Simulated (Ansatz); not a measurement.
# AlNH2F (SMILES [NH2][Al][F]): FCI/STO-3G

Aim: the vertical ionisation energy of AlNH2F at FCI/STO-3G, from 2 runs. 

Program for the calculation: Ansatz 0.2.0.

62 further runs of the same task are left out: 3 that didn't finish, 59 set aside as unsound or not needed.

### 1 The molecule

The species is AlNH2F (5 atoms), meant as a doublet with charge 0. As SMILES, `[NH2][Al][F]`. Geometry: relaxed at PBE0-D4/def2-TZVP. This is one conformer, not always the lowest.

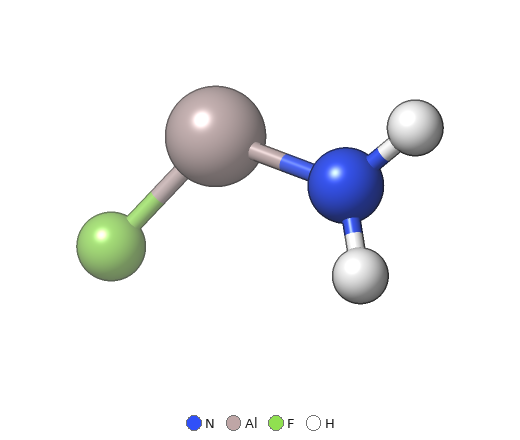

The structure, seen from a chosen angle (nitrogen blue, aluminium light grey, fluorine green, hydrogen white).

### 2 The energy at FCI/STO-3G

run.yaml reads:

```yaml
crystal:
  periodic: [false, false, false]
  atoms:
    - {symbol: N, position_ang: [-0.384700, 0.499000, -0.263800]}
    - {symbol: Al, position_ang: [0.632000, -0.282800, 0.949500]}
    - {symbol: F, position_ang: [1.228700, -1.786800, 0.590000]}
    - {symbol: H, position_ang: [-0.804300, 1.408300, -0.162700]}
    - {symbol: H, position_ang: [-0.621700, 0.088600, -1.154400]}
basis:
  gaussian:
    orbitals: STO-3G
correlation:
  method: fci
  frozen_orbitals: {Al: 5, F: 1, H: 0, "N": 1}
magnetization:
  spin_polarized: true
  initial_magnetization: 1
accuracy: high
```

On the command line:

```sh
$ ansatz run run.yaml --threads 1 --pin off --max-ram 2610MiB --events-out events.jsonl --progress --plain --runs-dir runs
```

Output:

```text
Warning: RAYON_NUM_THREADS=1 ignored (pool sized by the plan → 1); use --threads N
Functional definition: HF
  name "HF"
  exchange = exact_x
  correlation = 0
378 factors; integrals over basis functions are off by at most 3.4e-8 eV
mean field evaluation 1: about -10662.8596 eV, gradient 1.7e1 eV
mean field evaluation 2: about -10662.9183 eV, gradient 1.7e1 eV
mean field evaluation 4: about -10665.6801 eV, gradient 1.6e0 eV
mean field evaluation 8: about -10665.7351 eV, gradient 2.1e-2 eV
mean field -10665.73507588 eV, -391.9585345439 hartree, gradient 5.6e-8 eV, S^2 0.754722; 0 other end points of the search recorded, 0 dependent functions left out
mean field evaluation 16: about -10665.7015 eV, gradient 3.1e-1 eV
7 core orbitals not correlated: weight in the atoms' cores, before any rotation towards them, 1.000 or more for the frozen orbitals, at most 0.000 for the correlated occupied ones
reference -10665.70150607 eV, -391.9573008758 hartree; 9, 8 occupied and 5, 6 virtual orbitals, 378 factors
state -10668.50551345 eV, -392.0603462465 hartree
Total energy: -10668.50551345 eV, -392.0603462465 hartree
```

It took 69 s on 1 thread of Arm Neoverse V1, shared host; peak memory 0.72 GiB.

### 3 The singlet cation

input.yaml reads:

```yaml
crystal:
  periodic: [false, false, false]
  atoms:
    - {symbol: N, position_ang: [-0.384700, 0.499000, -0.263800]}
    - {symbol: Al, position_ang: [0.632000, -0.282800, 0.949500]}
    - {symbol: F, position_ang: [1.228700, -1.786800, 0.590000]}
    - {symbol: H, position_ang: [-0.804300, 1.408300, -0.162700]}
    - {symbol: H, position_ang: [-0.621700, 0.088600, -1.154400]}
basis:
  gaussian: {orbitals: STO-3G}
total_charge: 1
correlation: {method: fci, frozen_orbitals: {Al: 5, F: 1, H: 0, "N": 1}}
accuracy: high
```

On the command line:

```sh
$ ansatz run input.yaml --threads 1 --pin off --max-ram 2610MiB --events-out events.jsonl --progress --plain --runs-dir runs
```

Output:

```text
Warning: RAYON_NUM_THREADS=1 ignored (pool sized by the plan → 1); use --threads N
Functional definition: HF
  name "HF"
  exchange = exact_x
  correlation = 0
378 factors; integrals over basis functions are off by at most 3.4e-8 eV
mean field evaluation 1: about -10656.0500 eV, gradient 3.4e1 eV
mean field evaluation 2: about -10656.0742 eV, gradient 3.4e1 eV
mean field evaluation 4: about -10661.2838 eV, gradient 1.9e0 eV
mean field evaluation 8: about -10661.3117 eV, gradient 7.0e-2 eV
mean field -10661.31176100 eV, -391.7959807201 hartree, gradient 2.3e-8 eV, S^2 0.000000; 0 other end points of the search recorded, 0 dependent functions left out
7 core orbitals not correlated: weight in the atoms' cores, before any rotation towards them, 1.000 or more for the frozen orbitals, at most 0.000 for the correlated occupied ones
reference -10661.31176100 eV, -391.7959807201 hartree; 8, 8 occupied and 6, 6 virtual orbitals, 378 factors
state -10665.03511328 eV, -391.9328113927 hartree
Total energy: -10665.03511328 eV, -391.9328113927 hartree
```

Wall time 72 s (1 thread of Arm Neoverse V1, shared host); peak memory 0.72 GiB.

### 4 Summary of results

Level: FCI/STO-3G, 7 core orbitals frozen.

| quantity | value |
| --- | --- |
| doublet AlNH2F: total energy | -392.06035 Eh |
| doublet AlNH2F: correlation energy (7 core orbitals frozen) | -103.0 mEh |
| singlet cation: total energy | -391.93281 Eh |
| singlet cation: correlation energy (7 core orbitals frozen) | -136.8 mEh |
| vertical ionisation energy (to the singlet cation) | 3.470 eV |

**Reading.** Removing an electron at fixed nuclei costs 3.47 eV (335 kJ/mol). Only the singlet of the ionised species was computed; a triplet could lie lower. In a minimal basis such a difference can be off by several eV, whatever the method.
